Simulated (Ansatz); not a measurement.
Band structure of CdAsPd5 (P4/mmm, 7 atoms in the cell).

```xyz
7
Lattice="3.9683 0.0000 0.0000 0.0000 3.9683 0.0000 0.0000 0.0000 6.9929" Properties=species:S:1:pos:R:3 pbc="T T T"
Cd     1.9842     1.9842     0.0000
As     0.0000     0.0000     3.4964
Pd     0.0000     1.9842     2.0268
Pd     0.0000     1.9842     4.9661
Pd     1.9842     0.0000     2.0268
Pd     1.9842     0.0000     4.9661
Pd     0.0000     0.0000     0.0000
```

Computed with PBEsol, PAW files made with PBE (plane waves; Ansatz, an electronic-structure program).

Settings: kpoints.mp_grid.grid = 6 6 3; hamiltonian.xc = pbesol; hamiltonian.pseudopotentials = {kind: paw} (an earlier, softer set of the program's PAW files); scf.occupations.method = fermi_dirac; scf.occupations.width = 0.1 eV; kpoints.band_path.npoints = 8.

The starting cell comes from a database of computed structures (which also holds hypothetical and non-ambient phases and stackings), without a prior relaxation at this level. Its lattice was rescaled by a random factor within 2.5 % of one. Spin polarisation is off; with an odd number of electrons in the cell that forces a metal, and a magnetic state may lie lower.

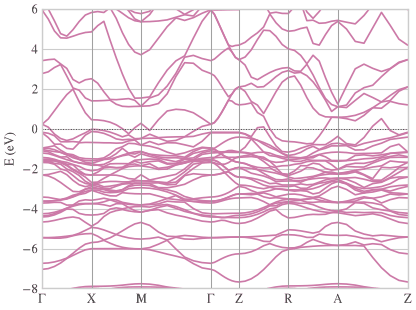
Fig. 1. Bands along the path, energies from the Fermi level.

Levels in eV from the Fermi level, bands 60 to 67:
```json
[
 {"point": "Γ", "60": "-0.97", "61": "-0.21", "62": "-0.18", "63": "0.22", "64": "0.22", "65": "2.76", "66": "3.41", "67": "5.94"},
 {"point": "X", "60": "-1.51", "61": "-0.69", "62": "-0.14", "63": "-0.03", "64": "0.45", "65": "1.39", "66": "2.50", "67": "4.84"},
 {"point": "M", "60": "-0.82", "61": "-0.82", "62": "-0.49", "63": "-0.49", "64": "0.27", "65": "1.12", "66": "1.12", "67": "1.53"},
 {"point": "Z", "60": "-0.42", "61": "-0.21", "62": "-0.18", "63": "1.19", "64": "2.09", "65": "2.09", "66": "3.45", "67": "3.45"},
 {"point": "R", "60": "-1.41", "61": "-1.34", "62": "-1.17", "63": "-0.64", "64": "2.56", "65": "2.91", "66": "3.06", "67": "3.99"},
 {"point": "A", "60": "-0.86", "61": "-0.73", "62": "-0.39", "63": "0.57", "64": "0.57", "65": "1.10", "66": "1.10", "67": "1.23"}
]
```

Bands cross the Fermi level along this path, so the cell is metallic at this level.

Keys are those of Ansatz 0.2.
